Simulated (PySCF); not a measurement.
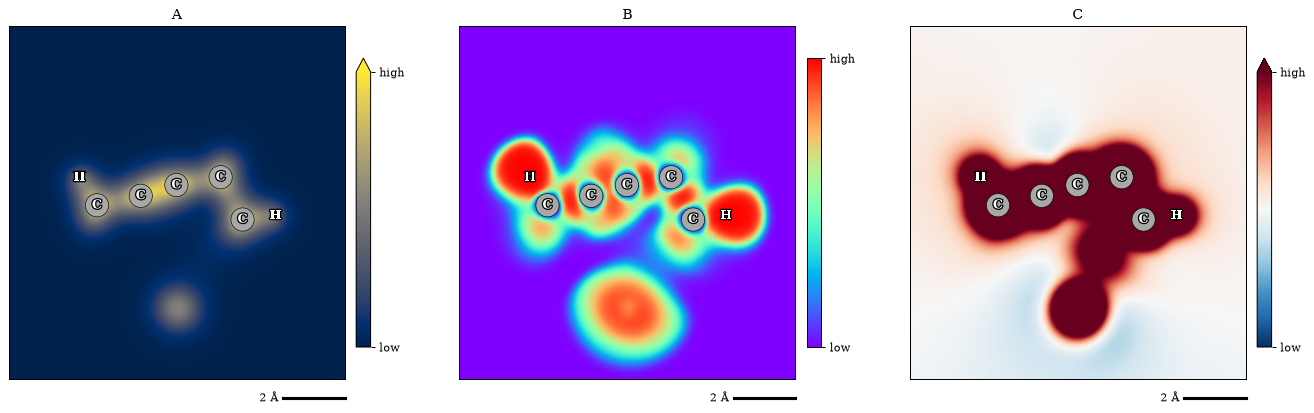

C$_{5}$H$_{8}$ClGa: 3 fields on the plane of atoms C3, C4 and C5, with unlabelled colour scales. Grey discs cover the atomic cores.

Geometry: GFN2-xTB.

Level of theory: wB97X-D/def2-SVPD, SCF density, gas phase (PySCF 2.14.0).

Match the panels to the quantities (electron density, electron localisation function and electrostatic potential).

Answer. Panel A: electron density. Panel B: electron localisation function. Panel C: electrostatic potential (strongly positive close to the atoms, with negative regions outside electron-rich atoms). From the grid: C–C (1.21 Å): ρ is about 2.7 e/Å³ halfway; the ELF peaks at about 0.80 between the atoms: a short, multiple covalent bond. C–H (1.09 Å): the density is about 2 e/Å³ at the midpoint; the ELF climbs to about 1 towards the hydrogen, as it does in any bond to H: an ordinary covalent bond to hydrogen.
